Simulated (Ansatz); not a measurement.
## How far to go with shifted k-point meshes: KHgF3 (Cmm2, 5 atoms in the cell)

```
KHgF3
1.0
    3.19236    -3.19847     0.00000
    3.19236     3.19847     0.00000
    0.00000     0.00000     4.51082
K Hg F
1 1 3
Direct
  0.00000   0.00000   0.51108
  0.50000   0.50000   0.00000
  0.00000   0.50000   0.00000
  0.50000   0.00000   0.00000
  0.50000   0.50000   0.50000
```

Method of the run: LDA (PW92), default PAW files made with PBE (plane waves; Ansatz, an electronic-structure program).

Base settings: basis.ecutwfc = 420 eV; kpoints.mp_grid.grid = 6 6 6; hamiltonian.xc = lda; hamiltonian.pseudopotentials = {kind: paw} (the program's default PAW files); scf.occupations.method = fixed.

In this ladder: kpoints.mp_grid.shift = 0.5 0.5 0.5.

Shifted meshes do not hold Γ, so a gap read on them misses any band edge there.

Only quantities that move along the ladder and can be compared are tabulated.

The count of work is k-points × plane waves × bands × iterations; it is no time. Core times come from one kind of shared machine, to one figure; runs under 30 s give none.

The starting cell comes from a database of computed structures (which also holds hypothetical and non-ambient phases and stackings), without a prior relaxation at this level. Its lattice was rescaled by up to half a per cent. One atom was moved a little off its site on purpose. Spin-orbit coupling is off. In the base run, with a pressure of about -3 GPa the cell is away from its equilibrium volume at this level. Ansatz's pressure includes its estimate of the finite-basis (Pulay) stress.

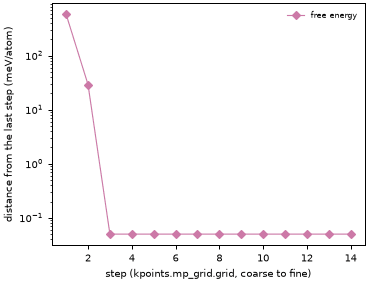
*Distance from the last step along the ladder; very small values are drawn at a floor.*

```tsv
kpoints.mp_grid.grid	free energy less the last step's (meV/atom)	pressure (GPa)	largest difference of a force vector from the last step's (eV/Å)	gap on the mesh (eV)	count of work / last	core time / last (rough)
1 1 1	579.14	9.91	0.019	5.403	0.0017	–
2 2 2	29.19	-2.92	0.001	4.134	0.0035	–
3 3 3	-0.01	-3.25	0.000	1.644	0.014	–
4 4 4	0.02	-3.23	0.000	1.535	0.021	–
5 5 5	-0.01	-3.22	0.000	0.860	0.047	–
6 6 6	0.03	-3.23	0.000	0.887	0.062	–
7 7 7	-0.01	-3.22	0.000	0.599	0.11	–
8 8 8	0.01	-3.23	0.000	0.638	0.14	–
9 9 9	0.01	-3.23	0.000	0.483	0.22	–
10 10 10	0.01	-3.23	0.000	0.518	0.26	0.3
11 11 11	-0.01	-3.23	0.000	0.422	0.38	0.4
12 12 12	0.01	-3.23	0.000	0.450	0.44	0.5
13 13 13	0.00	-3.23	0.000	0.386	0.60	0.6
14 14 14	0.00	-3.23	0.000	0.409	0.68	0.7
16 16 16	0.00	-3.23	0.000	0.382	1.0	1
```

Coarsest kpoints.mp_grid.grid that holds the pressure within 0.05 GPa of the last step, with all finer ones: 3 3 3, at 0.014 of the last step's count of work; the step before is off by 0.31 GPa.

Coarsest kpoints.mp_grid.grid that holds the forces within 0.005 eV/Å of the last step, with all finer ones: 2 2 2, at 0.0035 of the last step's count of work; the step before is off by 0.019 eV/Å.

The gap on the mesh jumps up and down from mesh to mesh; it is no smooth measure of convergence.

Keys are those of Ansatz 0.2.
